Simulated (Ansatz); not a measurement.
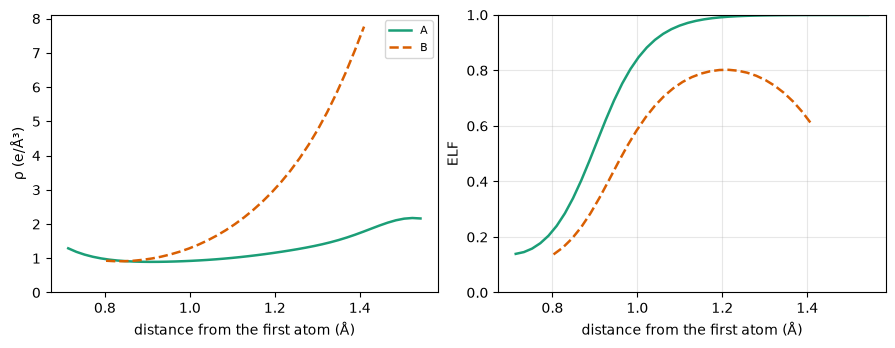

Figure. FGeH3. Total electron density and electron localisation function along straight lines between neighbouring atoms. The curves leave out the atomic cores.

Computed with RKS LDA/def2-SVP (Ansatz).

```xyz
5

Ge    0.0003    0.0000   -0.0564
F     0.0001    0.0000    1.6792
H     1.4791    0.0000   -0.4969
H    -0.7390    1.2806   -0.4972
H    -0.7390   -1.2806   -0.4972
```

**Which curve belongs to which contact (Ge–F and Ge–H)? The first atom named is at distance zero.**

Curve A: Ge–H (1.54 Å): ρ is about 1 e/Å³ halfway; the ELF climbs to about 1 towards the hydrogen. Curve B: Ge–F (1.74 Å): the density is about 0.93 e/Å³ at the midpoint; the ELF peaks at about 0.80 in the valence shell of F, 0.5 Å from its nucleus, and is about 0.25 at the midpoint.
